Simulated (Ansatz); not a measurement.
# C3H7BO (SMILES CB1OC1C) at CCSD/cc-pVDZ

What is the energy change on altering one bond length of C3H7BO at CCSD/cc-pVDZ? 

The calculation is run with Ansatz 0.2.0.

34 further runs of the same task are left out: 34 set aside as unsound or not needed. Runs told in other sessions of the task aren't counted.

**1. The structure to begin with**

C3H7BO: 12 atoms, total charge 0, spin state singlet. SMILES: `CB1OC1C`. Geometry: relaxed at PBE0-D4/def2-TZVP.

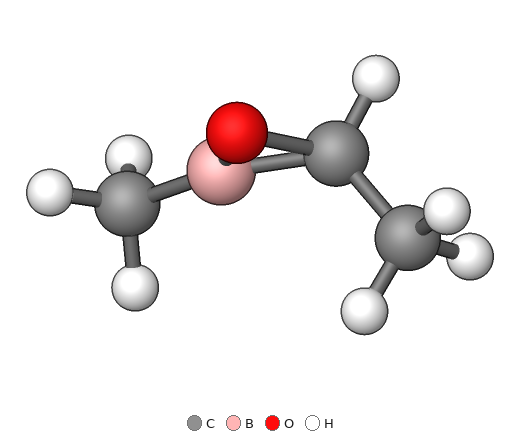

Viewed from a chosen angle; carbon grey, boron pink, oxygen red, hydrogen white.

**2. The energy at CCSD/cc-pVDZ**

input.yaml

```yaml
crystal:
  periodic: [false, false, false]
  atoms:
    - {symbol: C, position_ang: [-2.115400, 0.231500, 0.008900]}
    - {symbol: B, position_ang: [-0.616500, 0.286000, 0.375000]}
    - {symbol: O, position_ang: [0.162400, 0.085400, 1.440000]}
    - {symbol: C, position_ang: [0.876400, 0.454200, 0.165400]}
    - {symbol: C, position_ang: [1.795500, -0.603000, -0.363000]}
    - {symbol: H, position_ang: [-2.747100, -0.028900, 0.860100]}
    - {symbol: H, position_ang: [-2.280800, -0.500400, -0.787600]}
    - {symbol: H, position_ang: [-2.443000, 1.195200, -0.392100]}
    - {symbol: H, position_ang: [1.330900, 1.439700, 0.259300]}
    - {symbol: H, position_ang: [1.297300, -1.571500, -0.440800]}
    - {symbol: H, position_ang: [2.679000, -0.722300, 0.271600]}
    - {symbol: H, position_ang: [2.137900, -0.321100, -1.362700]}
basis:
  gaussian:
    orbitals: cc-pVDZ
correlation:
  method: ccsd
  frozen_orbitals: {B: 1, C: 1, H: 0, O: 1}
accuracy: high
scf:
  omitted_lower_state_checks: [cluster_reference, increment]
```

The run is started by

```console
$ ansatz run input.yaml --threads 1 --pin off --max-ram 2610MiB --events-out events.jsonl --progress --plain --runs-dir runs
```

What it wrote, cut to the lines that bear on the results:

```text
Warning: RAYON_NUM_THREADS=1 ignored (pool sized by the plan → 1); use --threads N
Functional definition: HF
  name "HF"
[...]
2543 factors; integrals over basis functions are off by at most 3.0e-9 eV
[...]
mean field -5911.53237649 eV, -217.2448078553 hartree, gradient 8.0e-9 eV, S^2 0.000000; 0 other end points of the search recorded, 0 dependent functions left out
5 core orbitals not correlated: weight in the atoms' cores, before any rotation towards them, 1.000 or more for the frozen orbitals, at most 0.000 for the correlated occupied ones
reference -5911.53237649 eV, -217.2448078553 hartree; 14, 14 occupied and 86, 86 virtual orbitals, 2543 factors
second order -18.72661603 eV of doubles, -0.00000000 eV of singles
cycle   1  -19.40023592 eV  change   -6.7e-1 eV  update   1.1e-1
[...]
cycle  21  -20.05728614 eV  change   -1.8e-9 eV  update   2.9e-9
Total energy: -5931.58966263 eV, -217.9818995257 hartree
Checks for a lower state left out: cluster_reference, increment
```

Wall time 32 s (1 thread of Arm Neoverse V2, shared host); peak memory 0.92 GiB.

**3. The distorted shape at the same level**

input.yaml

```yaml
crystal:
  periodic: [false, false, false]
  atoms:
    - symbol: C
      position_ang: [-2.864864, 0.204249, -0.174153]
    - symbol: B
      position_ang: [-0.616500, 0.286000, 0.375000]
    - symbol: O
      position_ang: [0.162400, 0.085400, 1.440000]
    - symbol: C
      position_ang: [0.876400, 0.454200, 0.165400]
    - symbol: C
      position_ang: [1.795500, -0.603000, -0.363000]
    - symbol: H
      position_ang: [-3.496564, -0.056151, 0.677047]
    - symbol: H
      position_ang: [-3.030264, -0.527651, -0.970653]
    - symbol: H
      position_ang: [-3.192464, 1.167949, -0.575153]
    - symbol: H
      position_ang: [1.330900, 1.439700, 0.259300]
    - symbol: H
      position_ang: [1.297300, -1.571500, -0.440800]
    - symbol: H
      position_ang: [2.679000, -0.722300, 0.271600]
    - symbol: H
      position_ang: [2.137900, -0.321100, -1.362700]
basis:
  gaussian:
    orbitals: cc-pVDZ
magnetization:
  spin_polarized: false
  initial_magnetization: 0
correlation:
  method: ccsd
  frozen_orbitals: {B: 1, C: 1, H: 0, O: 1}
accuracy: high
scf:
  omitted_lower_state_checks: [cluster_reference, increment]
```

The run is started by

```console
$ ansatz run input.yaml --threads 1 --pin off --max-ram 2610MiB --events-out events.jsonl --progress --plain --runs-dir runs
```

What it wrote, cut to the lines that bear on the results:

```text
Warning: RAYON_NUM_THREADS=1 ignored (pool sized by the plan → 1); use --threads N
Functional definition: HF
  name "HF"
[...]
2537 factors; integrals over basis functions are off by at most 6.0e-9 eV
[...]
mean field -5908.62930506 eV, -217.1381219482 hartree, gradient 1.1e-8 eV, S^2 0.000000; 0 other end points of the search recorded, 0 dependent functions left out; unrestricted orbitals would lower it
5 core orbitals not correlated: weight in the atoms' cores, before any rotation towards them, 1.000 or more for the frozen orbitals, at most 0.000 for the correlated occupied ones
reference -5908.62930506 eV, -217.1381219482 hartree; 14, 14 occupied and 86, 86 virtual orbitals, 2537 factors
second order -18.92238391 eV of doubles, -0.00000000 eV of singles
cycle   1  -19.58637589 eV  change   -6.6e-1 eV  update   1.2e-1
[...]
cycle  22  -20.34526736 eV  change   -2.9e-9 eV  update   3.3e-9
Total energy: -5928.97457242 eV, -217.8857967333 hartree
Checks for a lower state left out: cluster_reference, increment
```

It took 33 s on 1 thread of Arm Neoverse V2, shared host; peak memory 0.91 GiB.

**4. What came out**

At CCSD/cc-pVDZ, 5 core orbitals frozen:

```
                                                         quantity          value
                                        first shape: total energy  -217.98190 Eh
         first shape: correlation energy (5 core orbitals frozen)     -737.1 mEh
                                       first shape: T1 diagnostic          0.014
                                    distorted shape: total energy  -217.88580 Eh
     distorted shape: correlation energy (5 core orbitals frozen)     -747.7 mEh
                                   distorted shape: T1 diagnostic          0.015
energy change with the C1–B2 bond stretched from 1.544 to 2.316 Å       2.615 eV
```

What this shows: With the C1–B2 bond stretched from 1.544 to 2.316 Å the energy rises by 2.62 eV (252 kJ/mol). The first shape isn't relaxed at this level, so the change isn't measured from a minimum. The restricted solution (distorted shape) is unstable to spin breaking: an unrestricted one lies lower.
